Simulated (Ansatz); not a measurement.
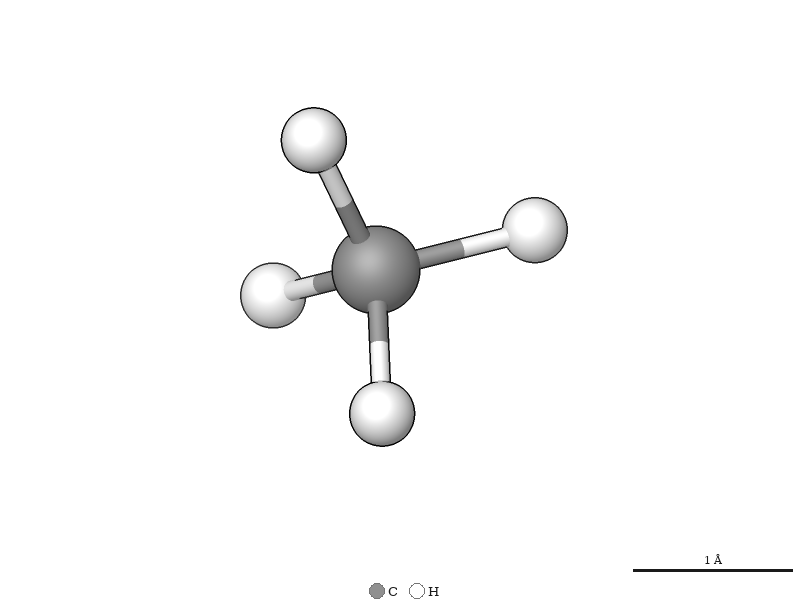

The picture shows a molecular structure as a ball-and-stick model. Every bond is drawn as one stick, whatever its order.

Identify the structure.

The molecule is CH4. The point group is Td. Coordination: 1 C tetrahedral.

More results for the same structure follow; atom numbers are the same in all pictures, views and colours differ. The computed structure is the end point of a PBE0-D4/def2-TZVP optimisation.

Electronic properties

Properties computed with RKS PBE0-D4/def2-TZVPP (Ansatz 0.2.0).

**Give the HOMO energy (Kohn–Sham orbital) at this level.**

−10.98 eV.

**What is the LUMO energy (Kohn–Sham orbital)?**

1.70 eV.

Charges

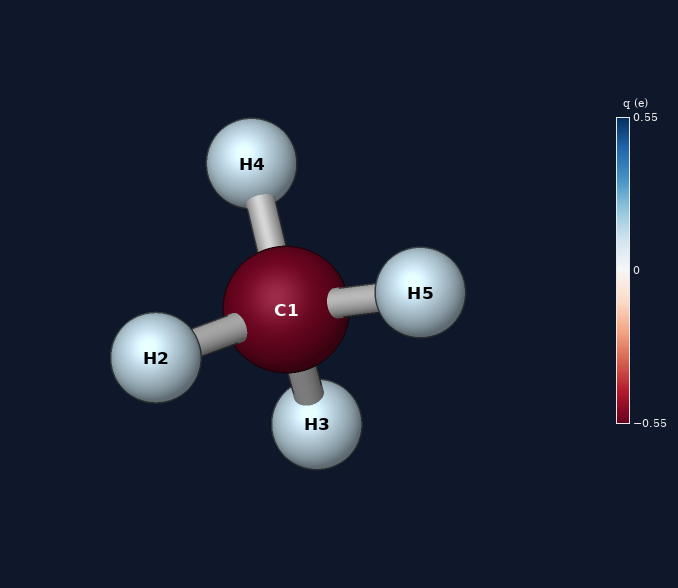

Atoms are coloured by their Mulliken charges. Properties computed with RKS PBE0-D4/def2-TZVP (Ansatz 0.2.0).

List the Mulliken charges.

| atom | value (e) |
| --- | --- |
| C1 | −0.53 |
| H2 | 0.13 |
| H3 | 0.13 |
| H4 | 0.13 |
| H5 | 0.13 |

Vibrations

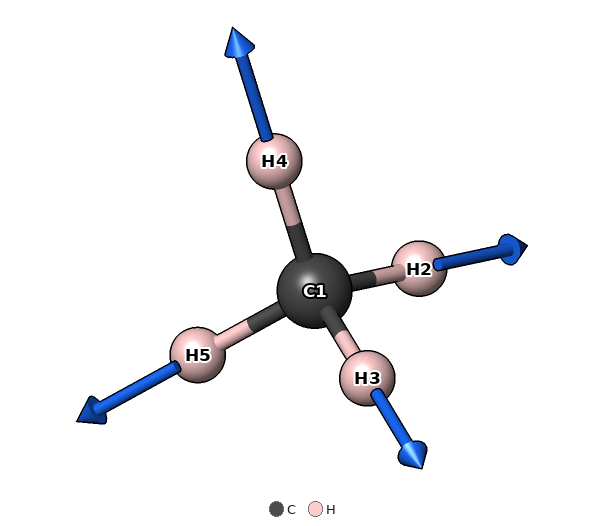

The arrows show one normal mode. Harmonic vibrations computed with RKS PBE0-D4/def2-TZVP (Ansatz 0.2.0) at a stationary point of the same level.

**Describe the motion.**

Mostly in-phase stretching of 4 C–H bonds.

**Estimate its harmonic wavenumber.**

3047 cm⁻¹; it is mode 6 of 9 counted from the lowest.

Mulliken values depend strongly on the basis set and can even reverse the polarity of a bond.
